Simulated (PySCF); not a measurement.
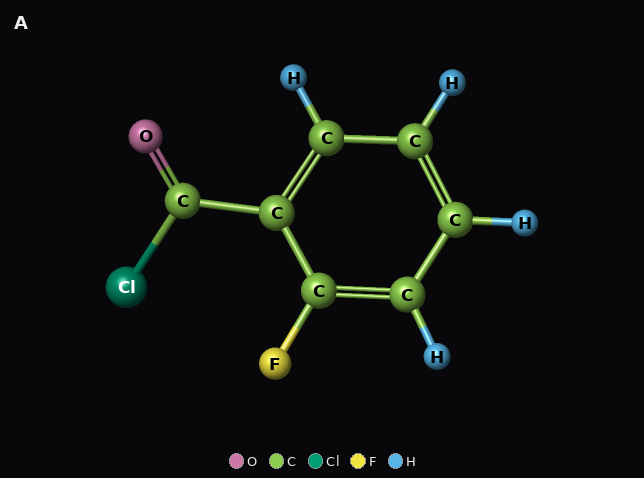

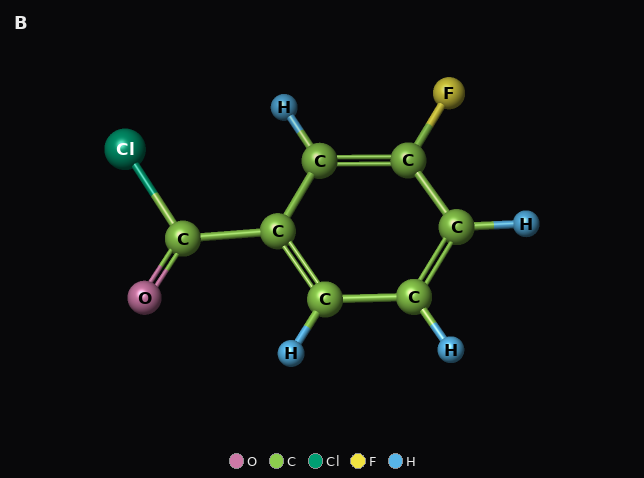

2 stationary structures of one formula. Geometries: PBE0-D3(BJ)/def2-TZVP. Electronic energies: B97-2/pcSseg-2 (PySCF 2.14.0), without zero-point energy. No frequency run is at hand to confirm each as a minimum. Each is one conformer, not always the lowest.

Question: How are they related?

Answer: They are constitutional isomers of C7H4ClFO: A `O=C(Cl)c1ccccc1F`, B `O=C(Cl)c1cccc(F)c1`.

Question: Which is lowest in energy, and by how much?

Answer: B is lowest; A lies 0.198 eV above it.

Give E(B) − E(A) in eV at these levels too: PBE0/pcSseg-2; PBE0-D3(BJ)/def2-TZVP; KT3/pcSseg-2; ωB97X-D/pcSseg-2; B97-2/pcSseg-2.

| level | E(B) − E(A) (eV) |
| --- | --- |
| PBE0/pcSseg-2 | −0.195 |
| PBE0-D3(BJ)/def2-TZVP | −0.195 |
| KT3/pcSseg-2 | −0.191 |
| ωB97X-D/pcSseg-2 | −0.196 |
| B97-2/pcSseg-2 | −0.198 |
